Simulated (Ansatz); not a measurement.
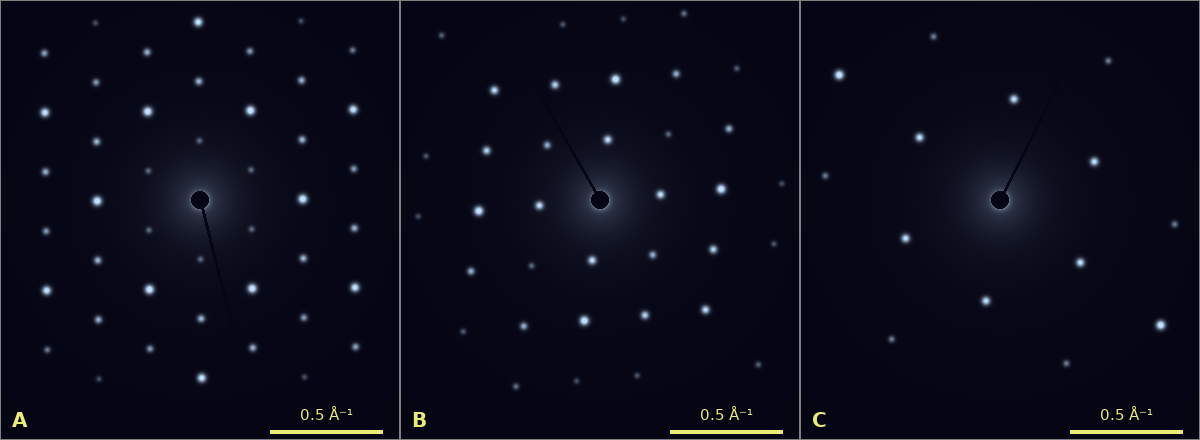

Kinematic electron diffraction patterns (120 kV, B = 0.5 Å², same scale, each along a low-index zone) of three structures of composition Be3H, each relaxed at zero pressure with DFT PBE, scalar-relativistic, plane waves, PAW in Ansatz 0.2.0.

The structures (standard cells):
1. P-3 (No. 147), a = 4.325 Å, c = 3.578 Å (hexagonal axes), 8 atoms; generated start, possibly hypothetical
2. Pm-3m (No. 221), a = 3.086 Å, 4 atoms; generated start, possibly hypothetical
3. Cm (No. 8), a = 4.714 Å, b = 5.837 Å, c = 4.444 Å, β = 96.61°, 16 atoms; generated start, possibly hypothetical

Question: Which pattern belongs to which structure, and along which zone?

Answer: A is structure 1 along [001]: hexagonal net of 1 -1 0 at d = 3.75 Å and 1 0 0 at d = 3.75 Å, 60.0° apart. B is structure 3 along [001]: centred rectangular net of 1 -1 0 at d = 3.65 Å and 1 1 0 at d = 3.65 Å, 77.5° apart (some points of this net are extinct or too weak to see). C is structure 2 along [111] or an equivalent direction: hexagonal net of -1 1 0 at d = 2.18 Å and -1 0 1 at d = 2.18 Å, 60.0° apart.

Question: Rank the structures by their computed energy.

Answer: Structure 3 (Cm, 7.59 Å³ an atom) is the lowest of these; structure 1 (P-3, 7.24 Å³ an atom) lies about 140 meV an atom higher; structure 2 (Pm-3m, 7.35 Å³ an atom) lies about 450 meV an atom higher. These are static energies at 0 K; other structures, not shown, may lie lower still.
